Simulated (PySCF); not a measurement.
# C6H7N2S: the cost of one run

Programs: PySCF 2.14.0, with routines of our own; each step states its level. All values are computed. Atoms count from 0.

## Step 1: The starting structure

16 atoms, charge 1, multiplicity 1; geometry from: GFN2-xTB.

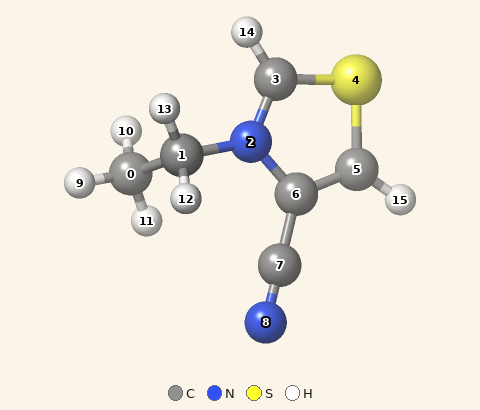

The starting geometry (carbon grey, nitrogen blue, sulfur yellow, hydrogen white).

## Step 2: Magnetic properties: GIAO CAM-B3LYP/pcSseg-1

The job: settings as JSON, then the geometry in Å.

```
{"job": {"kind": "mag", "xc": "CAM-B3LYP", "basis": "pcSseg-1", "isotopologues": 0}, "charge": 1, "multiplicity": 1}
C     -1.879156    -0.451714    -0.344998
C     -1.103843     0.013450     0.883920
N      0.211850     0.499689     0.503139
C      0.510922     1.768236     0.303137
S      2.103896     2.023587    -0.203956
C      2.388296     0.337354    -0.151409
C      1.269064    -0.336344     0.246015
C      1.153369    -1.739845     0.400279
N      1.051850    -2.870618     0.526256
H     -2.859082    -0.799572    -0.031976
H     -2.014555     0.363342    -1.052055
H     -1.371645    -1.275283    -0.841366
H     -0.973142    -0.817729     1.581208
H     -1.636592     0.822029     1.386786
H     -0.199730     2.561508     0.454453
H      3.340899    -0.089144    -0.403359
```

Level: GIAO CAM-B3LYP/pcSseg-1 magnetisability, rotational g tensor and spin-rotation constants, non-relativistic, gas phase.

Run with:

```console
$ OMP_NUM_THREADS=1 python excited_run.py task.json out
```

This one command runs all jobs of the session in turn.

Q: Estimate the wall time and peak memory of this first job on 1 thread of Arm Neoverse V1, shared host.

About 52 s, with a peak of 0.99 GiB.
